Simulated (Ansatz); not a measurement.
# Profile along the O–Mn line in MnO (rock salt)

MnO (rock salt)

```xyz
2
Lattice="0.0000 2.1676 2.1676 2.1676 0.0000 2.1676 2.1676 2.1676 0.0000" Properties=species:S:1:pos:R:3 pbc="T T T"
O      0.0000     0.0000     0.0000
Mn     2.1676     2.1676     2.1676
```

Fields along a shortest O–Mn line of a {100} plane (2.17 Å), from O to Mn, interpolated on the slice's grid (step about 0.1 Å). All values below come from PBEsol (plane waves to 420 eV, PAW, scalar-relativistic; Ansatz, a quantum-chemistry and plane-wave program). k mesh 18×18×18. Near the nuclei the fields are pseudised (PAW); where an atom keeps semicore shells as valence, they peak there. MnO is run spin-polarised and with no Hubbard U; the real compound is an antiferromagnetic insulator, a state that this run doesn't describe. MnO was relaxed with its symmetry unable to fall. Relaxed MnO ends ferromagnetic. The magnetic order is the one the run started from; other orders were not tried.

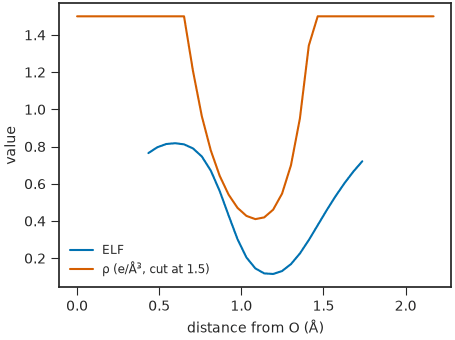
*ELF (away from the nuclei) and valence density from O to Mn.*

Density on the O–Mn line (2.17 Å) at its midpoint: 0.41 e/Å³. ELF at that point: 0.15.
